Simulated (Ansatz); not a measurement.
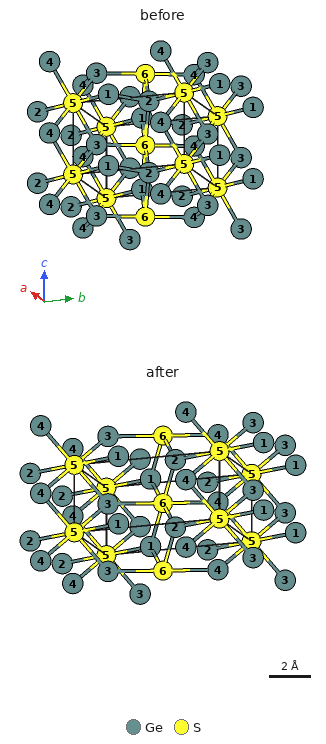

The structure of crystalline Ge2S (built on the marcasite_58 type) (coarse preliminary run) before (top) and after (bottom) a relaxation, at one scale.

The picture is a ball-and-stick view of the cell of the calculation, seen from a free direction.

Case: marcasite type (Pnnm, No. 58).

Theory: Ansatz, DFT PBE, scalar-relativistic, plane waves, PAW. Settings: plane-wave cutoff 420 eV; k-point mesh 4 × 4 × 6; occupations gaussian; smearing width 0.1 eV; no spin polarisation; cell and atoms relaxed; force threshold 0.04 eV/Å; at most 70 steps.

Describe what moved and what it gained.

The run was cut off at its time limit before the relaxation converged, so the last structure is only a point on the way. The largest moves relative to the cell, 0.32 Å, are those of Ge1, Ge2, Ge3 and Ge4. Ge1 goes along [−1 −1 0]. S stays in place. The volume changes by +18.6 %, with a 4.806 → 4.617 Å (−3.9 %), b 5.865 → 7.658 Å (+30.6 %), c 3.662 → 3.461 Å (−5.5 %). Some distances before and after: Ge1–Ge2 2.395 → 2.897 Å, Ge1–S5 2.421 → 2.729 Å, Ge1–S6 2.435 → 2.606 Å. Bond angles that change, for instance: Ge1–S6–Ge3 88.1° → 73.8°, Ge1–S6–Ge4 91.9° → 106.2°, Ge1–S6–Ge1 97.5° → 83.2°. The space group stays Pnnm (No. 58). After 12 accepted moves (13 points after the start) the energy has fallen by 372 meV per atom. Largest force component: 0.59 eV/Å at the start, 0.023 eV/Å at the end. Pressure: 19.92 GPa at the start and −0.19 GPa at the end. The SCF was repeated once at an unchanged geometry on a basis and grid sized afresh for the cell, which shifted the energy by 16.9 meV per atom at most.
